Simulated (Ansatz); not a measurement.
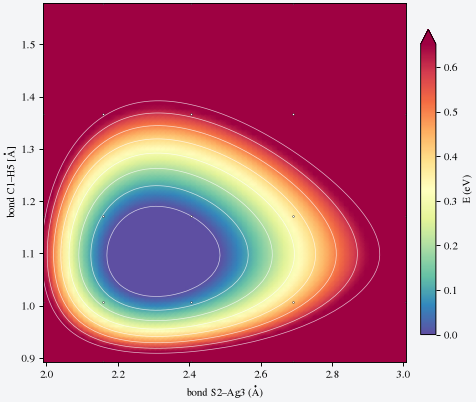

CH3AgS, SMILES C[S][Ag]. Two internal coordinates are moved rigidly from the geometry relaxed at PBE0-D4/def2-TZVP, all others fixed. The first coordinate is: bond S2–Ag3; the second: bond C1–H5. The scan uses a 5 × 5 grid. Points are written as (first, second). Energies: eV, counted from the lowest grid point. Method: RKS PBE-D4/def2-TZVPP (Ansatz 0.2.0).

In the figure: a smooth colour map with a few white contour lines, dots at the grid points, one colour for all values above the top of the scale. Between grid points the surface is interpolated.

**Where is the minimum, and how stiff is the well along each coordinate?**

The interpolated minimum is at bond S2–Ag3 ≈ 2.305 Å, bond C1–H5 ≈ 1.095 Å. The curvatures there are about 10 eV/Å² and 34 eV/Å², with a cross term of about 0 eV/Å². Round the minimum the two coordinates are nearly uncoupled.
